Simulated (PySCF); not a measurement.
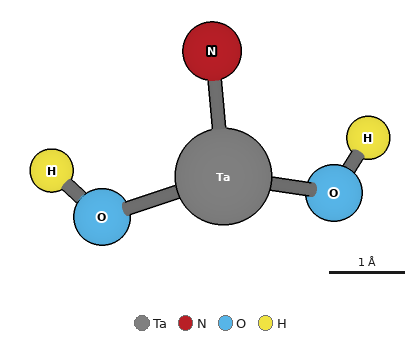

*The structure (ball-and-stick view, seen at a tilt). Sticks mark near contacts.*

Bond lengths as drawn: H–O 0.97 Å, N–Ta 1.71 Å and O–Ta 1.93 Å.

**Frequency calculation of TaNH2O2**

System: TaNH2O2.
Method: RKS-based B3LYP, Ta def2-SVP with ECP60, N def2-SVP, O def2-SVP, H def2-SVP; non-relativistic Hamiltonian with a scalar-relativistic core potential; density fitting (PySCF 2.14.0).

## Input
```python
from pyscf import gto, scf, dft
mol = gto.M(atom='''
Ta     0.026971     0.147978     0.037493
N     -0.114312    -0.627174     1.556424
O      1.466134    -0.778268    -0.861049
O     -1.646435    -0.210954    -0.861049
H      1.914465    -1.546095    -0.483294
H     -2.336833    -0.771230    -0.483294''',
    basis={'Ta': 'def2-SVP', 'N': 'def2-SVP', 'O': 'def2-SVP', 'H': 'def2-SVP'},
    ecp={'Ta': 'def2-SVP'},
    charge=0, spin=0)
mf = dft.RKS(mol, xc='B3LYP')
mf.grids.atom_grid = (75, 302)
aux = {'Ta': 'def2-universal-JKFIT', 'N': 'def2-universal-JKFIT', 'O': 'def2-universal-JKFIT', 'H': 'def2-universal-JKFIT'}
mf = mf.density_fit(auxbasis=aux)
mf.conv_tol = 1e-09
mf.diis_space = 10
mf.max_cycle = 60
mf.verbose = 4
mf.kernel()
```

The script is an equivalent of the set-up of the self-consistent field. The run itself was carried out by a driver, which started from the orbitals of the step before it where there was one and computed the further properties.

Run on 2 threads of Arm Neoverse N1, 98 GiB of memory available, shared host.

Run as:
```bash
OMP_NUM_THREADS=2 python axn.py task.json out
```

## The program's output
```
init E= -263.327899162838
  HOMO = -0.242228266502825  LUMO = -0.120415764975874  gap/eV = 3.31469
cycle= 1 E= -263.327899159068  delta_E= 3.77e-09  |g|= 0.000134  |ddm|= 0.000127
  HOMO = -0.242256658592742  LUMO = -0.120402447742048  gap/eV = 3.31582
cycle= 2 E= -263.32789909867  delta_E= 6.04e-08  |g|= 0.000535  |ddm|= 0.0005
  HOMO = -0.242232695006265  LUMO = -0.120412385893438  gap/eV = 3.31490
cycle= 3 E= -263.327899163083  delta_E= -6.44e-08  |g|= 7.45e-06  |ddm|= 0.000399
  HOMO = -0.242233277837446  LUMO = -0.120412748217408  gap/eV = 3.31491
cycle= 4 E= -263.327899163097  delta_E= -1.36e-11  |g|= 1.37e-06  |ddm|= 6.53e-06
  HOMO = -0.242233434870204  LUMO = -0.12041283101939  gap/eV = 3.31491
Extra cycle  E= -263.327899163096  delta_E= 1.48e-12  |g|= 2.4e-06  |ddm|= 2.64e-06
converged SCF energy = -263.327899163096
```

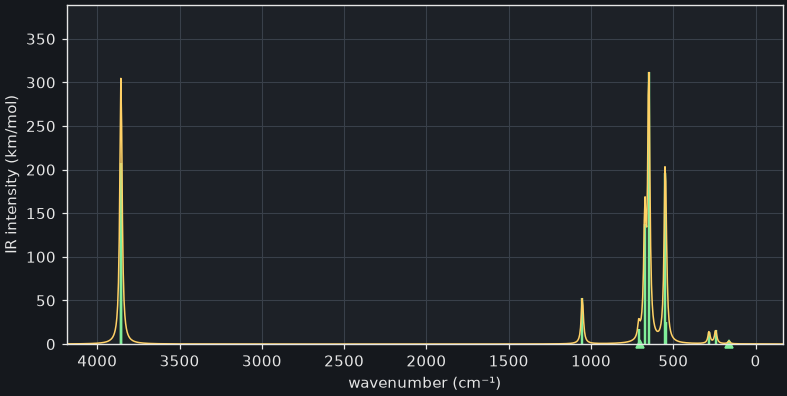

*Harmonic infrared spectrum, unscaled: sticks (degenerate modes added up, dark ones marked on the axis) with a Lorentzian envelope of 16 cm⁻¹ full width, scaled to the tallest stick.*

12 modes from 162 to 3858 cm⁻¹, none imaginary. The strongest line is at 649 cm⁻¹ (311 km/mol). All modes, in cm⁻¹ (km/mol): 162 (3.0), 243 (15.7), 283 (13.9), 542 (25), 549 (196), 649 (311), 673 (138), 705 (0.5), 709 (17.3), 1053 (53), 3855 (207), 3858 (114).

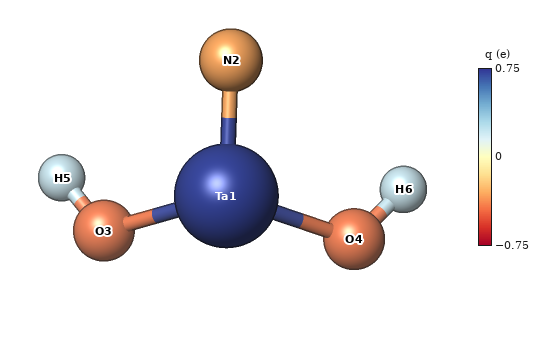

*Mulliken charges, as the colour of each atom (ball-and-stick view, seen at a tilt; atoms are numbered from 1 in the order of the input).*

By element: Ta +0.71, N −0.31, O −0.43 and H +0.23 e.

## Results in brief

- outcome: converged
- total energy: −263.327899 hartree
- HOMO: −6.59 eV
- LUMO: −3.28 eV
- zero-point energy: 0.030254 hartree
- dipole moment: 3.27 D
- wavenumbers, lowest and highest: 162 and 3858 cm⁻¹
- wall time: 1.8 min (CPU time 3.3 min)
- peak memory: 1.3 GiB
